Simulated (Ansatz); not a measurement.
**GaNH2ClF (SMILES [NH2][Ga]([F])[Cl]) at B3LYP/6-31G(d) (spherical functions)**

Aim: the vertical singlet–triplet gap of GaNH2ClF at B3LYP/6-31G* (spherical functions), from 2 runs. 

Program for the calculation: Ansatz 0.2.0.

128 further runs of the same task are left out: 128 set aside as unsound or not needed.

### 1 The system as given

GaNH2ClF has 6 atoms, charge 0, and is taken as a singlet. SMILES: `[NH2][Ga]([F])[Cl]`. The shape is that of a PBE0-D4/def2-TZVP optimisation.

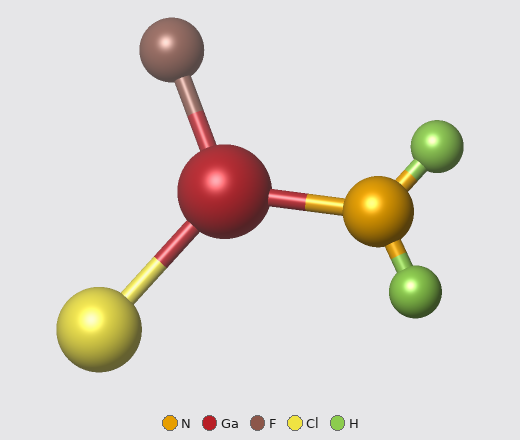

Viewed from a chosen angle; nitrogen amber, gallium red, fluorine brown, chlorine yellow, hydrogen green.

### 2 A single-point energy at B3LYP/6-31G(d) (spherical functions)

Contents of in.yaml:

```yaml
crystal:
  periodic: [false, false, false]
  atoms:
    - {symbol: N, position_ang: [-0.193400, 1.027000, -0.045900]}
    - {symbol: Ga, position_ang: [0.233000, -0.711000, 0.012900]}
    - {symbol: F, position_ang: [1.569300, -1.221300, 1.009300]}
    - {symbol: Cl, position_ang: [-0.740100, -2.208600, -1.123700]}
    - {symbol: H, position_ang: [0.201900, 1.691500, 0.596800]}
    - {symbol: H, position_ang: [-1.028600, 1.358600, -0.495600]}
basis:
  gaussian: {orbitals: 6-31G_st_-spherical.json}
hamiltonian: {xc: {name: B3LYP}}
accuracy: high
output: {orbitals: {seedname: orbitals}}
```

The basis set 6-31G* is read from a file made from the Basis Set Exchange's data (not shown).

Run with:

```console
$ ansatz run in.yaml --threads 1 --pin off --max-ram 3480MiB --events-out events.jsonl --progress --plain --runs-dir runs
```

The program printed:

```text
Warning: RAYON_NUM_THREADS=1 ignored (pool sized by the plan → 1); use --threads N
Functional definition: B3LYP
  name "B3LYP"
  parameter a0 = 0.2
  parameter ax = 0.72
  parameter ac = 0.81
  exchange = (1 - a0 - ax)*slater_x + ax*b88_x + a0*exact_x
  correlation = (1 - ac)*vwn_rpa_c + ac*lyp_c
1713 factors; integrals over basis functions are off by at most 4.7e-9 eV
mean field evaluation 1: about -69127.7041 eV, gradient 6.9e1 eV
mean field evaluation 2: about -69103.0920 eV, gradient 1.2e2 eV
mean field evaluation 4: about -69136.2668 eV, gradient 8.4e0 eV
mean field evaluation 8: about -69136.4958 eV, gradient 7.5e-1 eV
mean field evaluation 16: about -69136.4972 eV, gradient 9.3e-5 eV
mean field -69136.49715549 eV, -2540.7194080632 hartree, gradient 6.0e-8 eV, S^2 0.000000; 0 other end points of the search recorded, 0 dependent functions left out
reference -69136.49719516 eV, -2540.7194095213 hartree; 33, 33 occupied and 49, 49 virtual orbitals, 1713 factors
Total energy: -69136.49719516 eV, -2540.7194095213 hartree
```

Wall time 7.8 s (1 thread of Arm Neoverse V1, shared host); peak memory 0.28 GiB.

### 3 The triplet

Contents of job.yaml:

```yaml
crystal:
  periodic: [false, false, false]
  atoms:
    - {symbol: "N", position_ang: [-0.193400, 1.027000, -0.045900]}
    - {symbol: Ga, position_ang: [0.233000, -0.711000, 0.012900]}
    - {symbol: F, position_ang: [1.569300, -1.221300, 1.009300]}
    - {symbol: Cl, position_ang: [-0.740100, -2.208600, -1.123700]}
    - {symbol: H, position_ang: [0.201900, 1.691500, 0.596800]}
    - {symbol: H, position_ang: [-1.028600, 1.358600, -0.495600]}
basis:
  gaussian: {orbitals: 6-31G_st_-spherical.json}
magnetization: {spin_polarized: true, initial_magnetization: 2}
hamiltonian: {xc: {name: B3LYP}}
accuracy: high
output: {orbitals: {seedname: orbitals}}
```

The basis set 6-31G* is read from a file made from the Basis Set Exchange's data (not shown).

Run with:

```console
$ ansatz run job.yaml --threads 1 --pin off --max-ram 3480MiB --events-out events.jsonl --progress --plain --runs-dir runs
```

The program printed (excerpt; [...] marks lines left out):

```text
Warning: RAYON_NUM_THREADS=1 ignored (pool sized by the plan → 1); use --threads N
[... 7 set-up lines as earlier in the session ...]
1713 factors; integrals over basis functions are off by at most 4.7e-9 eV
mean field evaluation 1: about -69118.7272 eV, gradient 5.2e1 eV
mean field evaluation 2: about -69066.2517 eV, gradient 1.1e2 eV
mean field evaluation 4: about -69125.6425 eV, gradient 2.9e1 eV
mean field evaluation 8: about -69131.1702 eV, gradient 4.9e0 eV
mean field evaluation 16: about -69131.4638 eV, gradient 4.9e-2 eV
mean field evaluation 32: about -69131.4640 eV, gradient 1.2e-5 eV
mean field -69131.46395140 eV, -2540.5344412248 hartree, gradient 6.8e-8 eV, S^2 2.004082; 6 other end points of the search recorded, 0 dependent functions left out
reference -69131.46398991 eV, -2540.5344426401 hartree; 34, 32 occupied and 48, 50 virtual orbitals, 1713 factors
Total energy: -69131.46398991 eV, -2540.5344426401 hartree
```

Wall time 23 s (1 thread of Arm Neoverse V1, shared host); peak memory 0.43 GiB.

### 4 Results

At B3LYP/6-31G* (spherical functions):

```
                                        quantity           value
                           singlet: total energy  -2540.71941 Eh
                            singlet: HOMO energy        -7.68 eV
                            singlet: LUMO energy        -1.39 eV
                          singlet: HOMO–LUMO gap         6.29 eV
                           triplet: total energy  -2540.53444 Eh
     triplet: HOMO energy (highest over α and β)        -3.22 eV
                                   triplet: ⟨S²⟩           2.004
vertical energy of the triplet above the singlet        5.033 eV
```

What this shows: At this shape the triplet lies 5.03 eV (116 kcal/mol) above the singlet.
